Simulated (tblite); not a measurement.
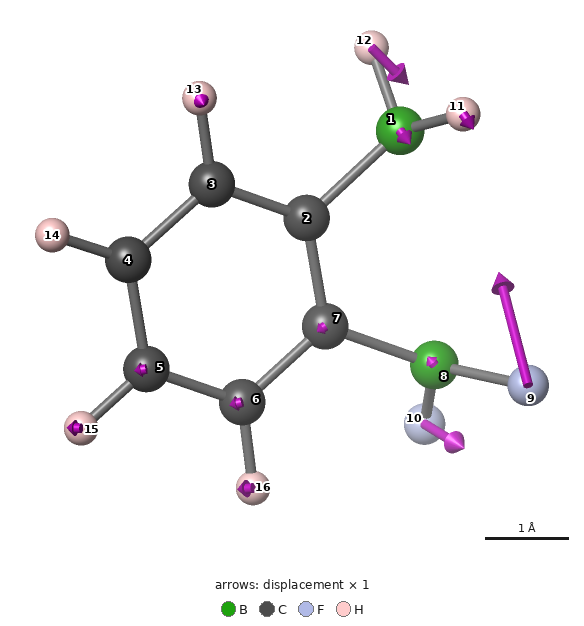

A relaxation of C₆H₆B₂F₂. The starting structure is drawn; purple arrows show the displacements, at their true length. The two geometries are superimposed by the best rigid fit.

A ball-and-stick model, seen at a tilt.

Theory: GFN2-xTB geometry optimisation, gas phase (tblite). 

> Which element moves most?

Fluorine: up to 1.67 Å, against 0.69 Å for hydrogen.

> What did the optimiser do to the structure, and how much energy did it gain?

F9 moves most after the best rigid fit: 1.67 Å. Largest moves by element: F 1.67 Å, H 0.69 Å, B 0.24 Å, C 0.17 Å. Among the contacts that change: B1–F9 3.452 → 2.092 Å, B8–F10 1.439 → 1.316 Å, B8–F9 1.439 → 1.343 Å, C7–B8 1.567 → 1.533 Å. Among the angles between lasting bonds that change: C7–B8–F10 117.6° → 130.1°, C2–C7–B8 122.9° → 112.8°, C6–C7–B8 119.8° → 127.0°. Groups turn about C7–B8 by about 65°. Over 137 geometry steps the energy falls by 28.7 kcal/mol. The run took 1.6 s on 1 thread of Arm Neoverse N1, with other jobs on the host.
